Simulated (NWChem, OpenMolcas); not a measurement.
SnCl2: a line through the functionals

SnCl2 has 3 atoms, charge 0, and is taken as a singlet. As SMILES, `[Cl][Sn][Cl]`. Geometry: relaxed at PBE0-D4/def2-TZVP.

The dipole moment y, in D, basis def2-SVP with a core potential; a is the functional's share of exact exchange. Programs: NWChem 7.3.0, OpenMolcas 26.06.

| functional | program | a | y (D) |
| --- | --- | --- | --- |
| PBE | OpenMolcas | 0 | 2.80 |
| TPSS | OpenMolcas | 0 | 2.95 |
| B3LYP | OpenMolcas | 0.2 | ? |
| PBE0 | NWChem | 0.25 | 3.13 |
| BHLYP | OpenMolcas | 0.5 | 3.30 |

Fit y = c + s·a to the known rows and predict B3LYP.


1. Means of the 4 rows: a = 0.1875, y = 3.045.
2. Σ(Δa)² = 0.17188, Σ(Δa·Δy) = 0.14875, so the slope is 0.14875/0.17188 = 0.86543.
3. Intercept: 3.045 − (0.86543) × 0.1875 = 2.883. The largest residual of the fit is 0.083.
4. B3LYP: 2.883 + (0.86543) × 0.2 = 3.06 D.

The run gave 3.01 D, so the prediction is off by +0.05 D, within the largest residual. More exact exchange makes the molecule more polar here. The rows mix families of semi-local functionals, which the line can't see.

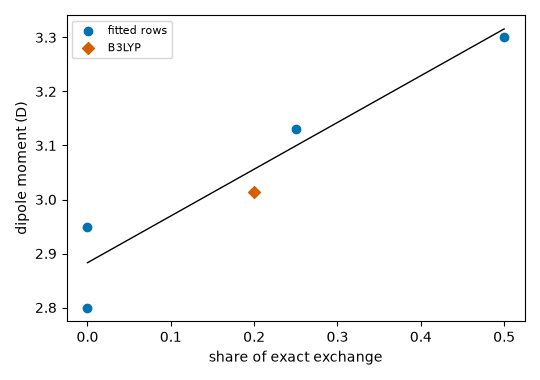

The fitted line, with the withheld row.
